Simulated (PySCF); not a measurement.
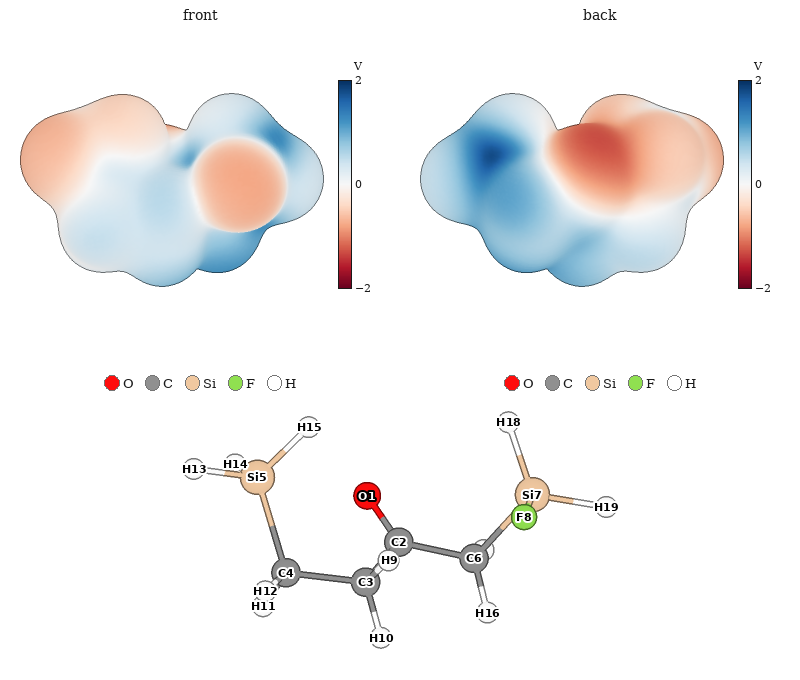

The picture shows: C$_{4}$H$_{11}$FOSi$_{2}$. The electrostatic potential painted on the density surface at 0.001 e/bohr³, seen from the front and from behind; the colour scale runs from red (negative) to blue (positive). The bare structure is drawn below in the same view.

Geometry: GFN2-xTB.

All numbers below come from PBE0/pcSseg-1, SCF density, gas phase, non-relativistic (PySCF).

```xyz
19

O    -0.1729    1.1495   -0.7226
C     0.3990    0.1131   -0.4606
C    -0.3493   -1.0810    0.0587
C    -1.8426   -0.9470   -0.1964
Si   -2.5147    0.8024    0.1886
C     1.8844   -0.0011   -0.5437
Si    2.6328    0.6572    1.0880
F     2.2245   -0.4160    2.2192
H    -0.1526   -1.1153    1.1356
H     0.0603   -1.9991   -0.3710
H    -2.0435   -1.1797   -1.2429
H    -2.3699   -1.6942    0.3951
H    -3.8734    0.5530    0.7157
H    -2.6866    1.6284   -0.9986
H    -1.7810    1.4281    1.2889
H     2.1971   -1.0308   -0.7085
H     2.2488    0.6182   -1.3617
H     2.0450    1.9119    1.5130
H     4.0848    0.6117    1.0262
```

Question: Where is the surface potential most negative and most positive?

Answer: The most negative region (about −1.3 V, or −30 kcal/mol for a unit charge) lies over O1, the most positive (about +1.6 V, or +37 kcal/mol for a unit charge) over Si7. O1 is the likeliest acceptor of a hydrogen bond.

Question: What dipole moment does the calculation give?

Answer: Its dipole moment is 3.76 D.
